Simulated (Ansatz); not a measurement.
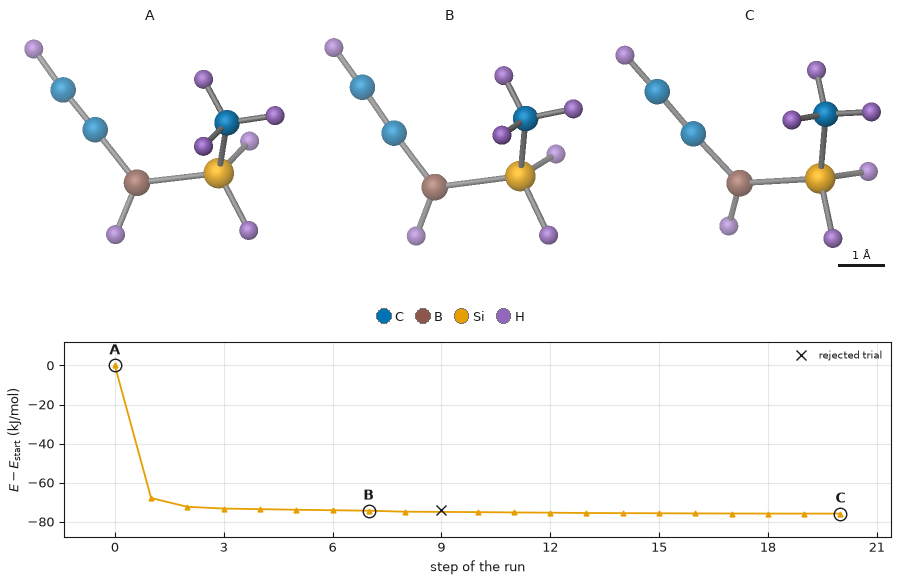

Frames of a relaxation of C₃H₇BSi (coarse preliminary run), marked on the history of the run. The picture is a ball-and-stick view, seen at a tilt.

The start comes from a force field.

Computed with Ansatz 0.2.0, RKS PBE-D4/def2-SVP.

Input
```yaml
crystal:
  periodic: [false, false, false]
  atoms:
    - {symbol: C, position_ang: [-0.134300, 2.692300, 1.066000]}
    - {symbol: C, position_ang: [0.231500, 1.605000, 1.100900]}
    - {symbol: B, position_ang: [0.733100, 0.172000, 1.146300]}
    - {symbol: Si, position_ang: [-0.093400, -1.232800, 0.212600]}
    - {symbol: C, position_ang: [-0.225100, -0.849100, -1.623400]}
    - {symbol: H, position_ang: [-0.550200, 3.744600, 1.010800]}
    - {symbol: H, position_ang: [1.775200, -0.071000, 1.772100]}
    - {symbol: H, position_ang: [0.579900, -2.499000, 0.408200]}
    - {symbol: H, position_ang: [-1.533900, -1.339100, 0.778800]}
    - {symbol: H, position_ang: [0.808600, -0.752800, -1.976000]}
    - {symbol: H, position_ang: [-0.770700, -1.651100, -2.123500]}
    - {symbol: H, position_ang: [-0.743800, 0.125900, -1.738900]}
basis:
  gaussian: {orbitals: def2-SVP}
hamiltonian: {xc: pbe, dispersion: d4}
relax: {f_tol: 0.03, max_steps: 200}
```

Launched with:
```bash
ansatz run in.yaml --threads 4 --pin off --events-out ev --progress --plain --max-ram 10444MiB
```

Question: Describe the path.

Answer: After 19 accepted moves (20 points after the start) the energy has fallen by 75.9 kJ/mol. Largest force component: 12 eV/Å at the start, 0.019 eV/Å at the end. The line search rejected the trial step at point 9 of the run. The largest move after the best rigid fit is that of H7, 1.16 Å. By element the largest moves are H 1.16 Å, C 0.45 Å, B 0.39 Å, Si 0.16 Å. Near-neighbour distances that change, for instance: B3–Si4 1.878 → 2.024 Å, C1–C2 1.148 → 1.236 Å, Si4–H8 1.447 → 1.513 Å, C1–H6 1.133 → 1.083 Å. Bond angles that change, for instance: Si4–C5–H10 105.4° → 110.4°, H10–C5–H11 112.9° → 108.3°, B3–Si4–H8 112.5° → 109.3°. Groups turn about B3–Si4 by about 50°. From step 0 to 7: H7 moves most (0.54 Å), energy −74.4 kJ/mol. From step 7 to 20: H7 moves most (0.64 Å), energy −1.50 kJ/mol.

| step | E − E(0), kJ/mol | largest force component, eV/Å | note |
| --- | --- | --- | --- |
| 0 | 0.00 | 11.5949 |  |
| 1 | -67.88 | 0.8590 |  |
| 2 | -72.37 | 0.3162 |  |
| 3 | -73.26 | 0.0684 |  |
| 4 | -73.56 | 0.0503 |  |
| 5 | -73.87 | 0.1450 |  |
| 6 | -74.13 | 0.0913 |  |
| 7 | -74.36 | 0.2811 |  |
| 8 | -74.87 | 0.1545 |  |
| 9 | -74.21 | 0.4169 | rejected |
| 10 | -75.08 | 0.1087 |  |
| 11 | -75.25 | 0.1295 |  |
| 12 | -75.37 | 0.1173 |  |
| 13 | -75.54 | 0.0410 |  |
| 14 | -75.62 | 0.0891 |  |
| 15 | -75.67 | 0.0858 |  |
| 16 | -75.74 | 0.0400 |  |
| 17 | -75.79 | 0.0040 |  |
| 18 | -75.82 | 0.0120 |  |
| 19 | -75.84 | 0.0378 |  |
| 20 | -75.85 | 0.0190 |  |
